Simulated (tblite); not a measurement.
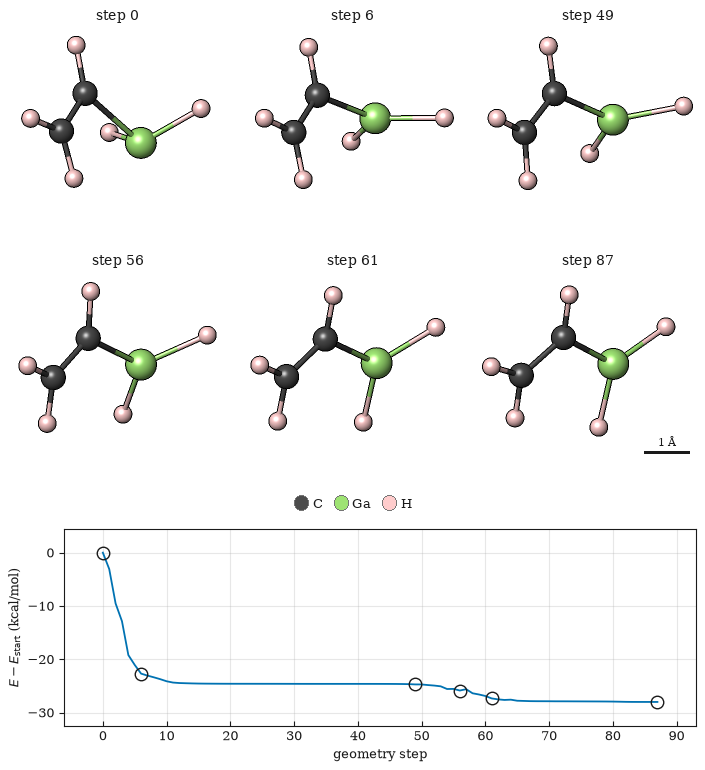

Frames of a relaxation of C2H5Ga, marked on the history of the run. A ball-and-stick model, seen from a free direction.

The calculation used GFN2-xTB geometry optimisation, gas phase in tblite. 

**Describe the path.**

The largest move after the best rigid fit is that of an H atom, 1.43 Å. Largest moves by element: H 1.43 Å, Ga 0.54 Å, C 0.35 Å. Among the contacts that change: C–Ga 2.101 → 2.007 Å, Ga–H 1.603 → 1.584 Å, C–C 1.316 → 1.330 Å, C–H 1.099 → 1.087 Å. Bond angles that change, for instance: C–Ga–H 94.8° → 125.7°, C–Ga–H 101.5° → 117.4°, C–C–Ga 107.5° → 116.4°. The energy falls by 28.0 kcal/mol in 87 geometry steps. From step 0 to 6: the Ga atom moves most (0.56 Å), energy −22.7 kcal/mol. From step 6 to 49: an H atom moves most (0.44 Å), energy −2.02 kcal/mol. From step 49 to 56: an H atom moves most (0.42 Å), energy −1.14 kcal/mol. From step 56 to 61: H atoms move most (0.32 Å), energy −1.48 kcal/mol. From step 61 to 87: an H atom moves most (0.28 Å), energy −0.66 kcal/mol.

```csv
step,"E − E(0), kcal/mol"
0,0.00
1,-3.08
2,-9.53
3,-12.87
4,-19.21
5,-21.06
6,-22.69
7,-23.06
8,-23.39
9,-23.73
10,-24.12
14,-24.53
18,-24.59
22,-24.60
26,-24.60
30,-24.61
34,-24.61
38,-24.61
42,-24.62
46,-24.63
51,-24.84
55,-25.56
59,-26.61
63,-27.63
67,-27.85
71,-27.88
75,-27.90
79,-27.92
83,-28.00
87,-28.00
```
